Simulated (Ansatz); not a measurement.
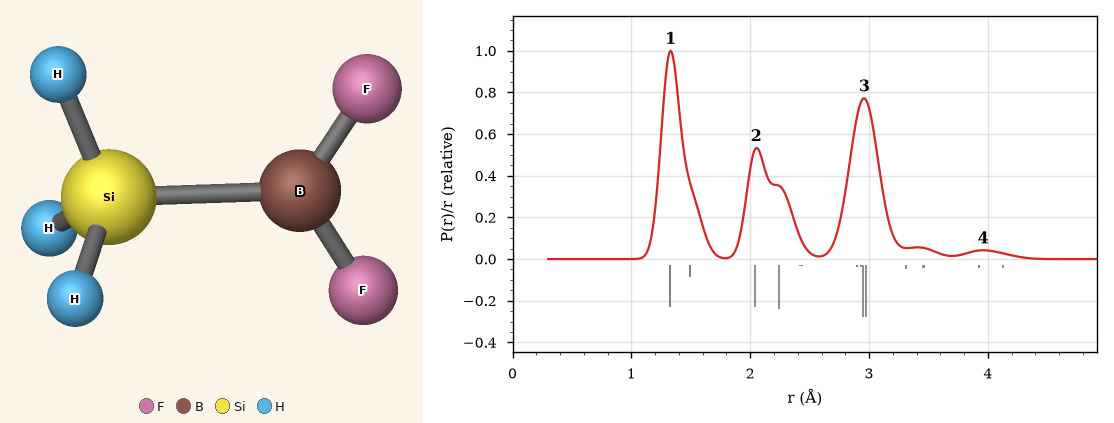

Simulated gas electron diffraction: radial distribution curve of BF2H3Si. Each pair of atoms contributes with weight ZᵢZⱼ/r (bars below the curve); damping constant 0.0015 Å²; vibrational amplitudes assumed, not computed: 0.05 Å for bonds, 0.078 Å for bonds to H, 0.06 + 0.015 r up to 0.15 Å for other pairs. The geometry is the end point of an optimisation (RKS B3LYP/def2-SVP (Ansatz 0.2.0)); it may be a saddle point or a higher isomer.

Assign the numbered peaks of the radial distribution curve (– bonded, ··· not bonded).

Peak 1, 1.33 Å: F–B 1.32 Å (×2), Si–H 1.49 Å (×3), not resolved
Peak 2, 2.05 Å: Si–B 2.04 Å, F···F 2.25 Å, not resolved
Peak 3, 2.96 Å: Si···F 2.95–2.97 Å (×2)
Peak 4, 3.96 Å: F···H 3.92–4.12 Å (×3), not resolved
